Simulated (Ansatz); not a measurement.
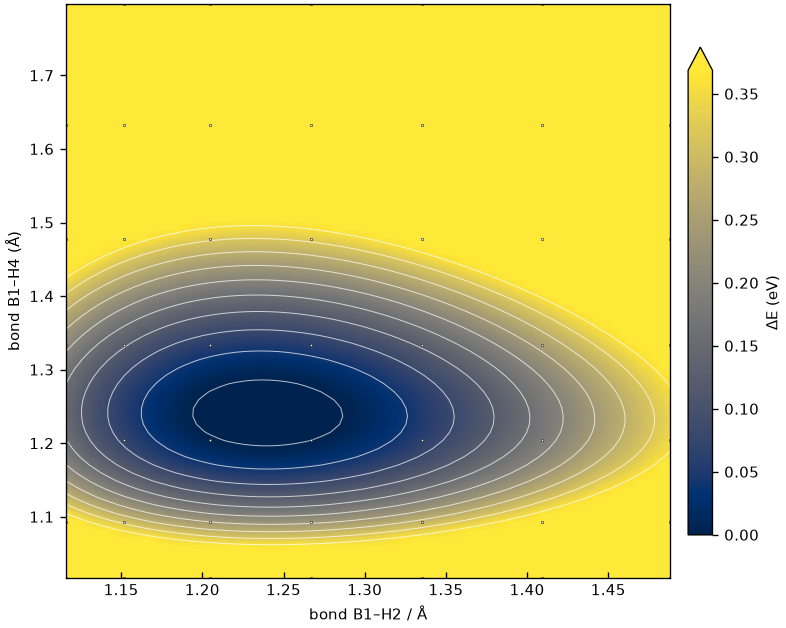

BH4, SMILES [BH4-], charge −1. Two internal coordinates are moved rigidly from the geometry relaxed at PBE0-D4/def2-TZVP, all others fixed. First axis: bond B1–H2. Second axis: bond B1–H4. Grid: 7 × 7 points. Points are written as (first, second). Energies: eV, counted from the lowest grid point. The calculation used RKS PBE0-D4/def2-TZVPPD in Ansatz 0.2.0.

In the figure: a smooth colour map with a few white contour lines, dots at the grid points, one colour for all values above the top of the scale. Between grid points the surface is interpolated.

Estimate the position of the minimum and the force constants in these coordinates.

Answer. The interpolated minimum is at bond B1–H2 ≈ 1.238 Å, bond B1–H4 ≈ 1.238 Å. The curvatures there are about 18 eV/Å² and 18 eV/Å², with a cross term of about 0.5 eV/Å². Round the minimum the contours are nearly round: the two directions are equally stiff and uncoupled.
